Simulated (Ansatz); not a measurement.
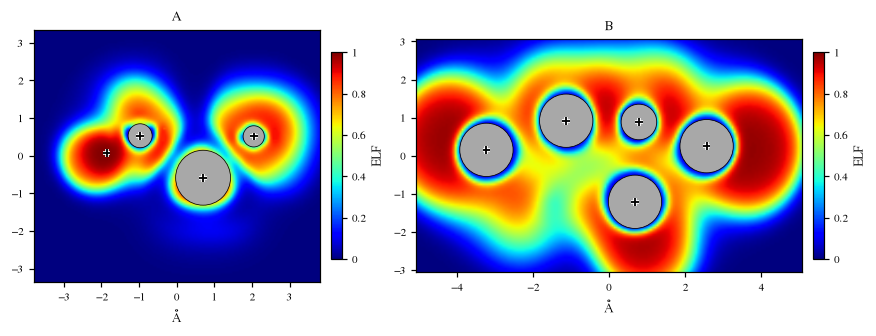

The electron localisation function of 2 systems, each on a plane through atoms (crosses mark nuclei in the plane; grey discs cover the cores).

The calculation used RKS PBE0-D4/def2-TZVPD in Ansatz 0.2.0.

System 1: BSi5 (charge −1), the plane of atoms Si2, B1 and Si5. Geometry: PBE-D4/def2-SVPD.

```xyz
6

B     0.1946    0.9003   -1.1004
Si   -1.1828   -0.6457   -0.7654
Si    1.5297   -0.8004    2.3489
Si    1.2408    0.2004    0.3514
Si   -1.0779    0.9903   -2.4911
Si   -0.7044   -0.6449    1.6567
```

System 2: H2MoNO3 (charge −1), the plane of atoms O4, Mo1 and N5. Geometry: r2SCAN-D4/def2-SVPD; core potentials replace the inner electrons of Mo; not at a stationary point (largest force 0.8 eV/Å).

| atom | x (Å) | y (Å) | z (Å) |
| --- | --- | --- | --- |
| Mo | 0.3666 | 0.6474 | 0.2215 |
| O | 0.3234 | 0.5841 | 1.9588 |
| O | 2.0110 | 0.5951 | -0.3354 |
| O | -0.4822 | 2.0567 | -0.3360 |
| N | -0.5577 | -0.9514 | -0.5731 |
| H | -0.1050 | -1.8593 | -0.5102 |
| H | -1.5561 | -1.0725 | -0.4255 |

Question: Which map belongs to which system?

Answer: Panel A is system 2, H2MoNO3: the plane holds Mo, O, N and H. Mo–O (1.74 Å): the ELF peaks at about 0.80 in the valence shell of O, 0.5 Å from its nucleus, and drops to about 0.35 between the two atoms. Panel B is system 1, BSi5: the plane holds B and Si. Si–B (1.89 Å): the ELF peaks at about 0.90 between the atoms; a shared electron pair.
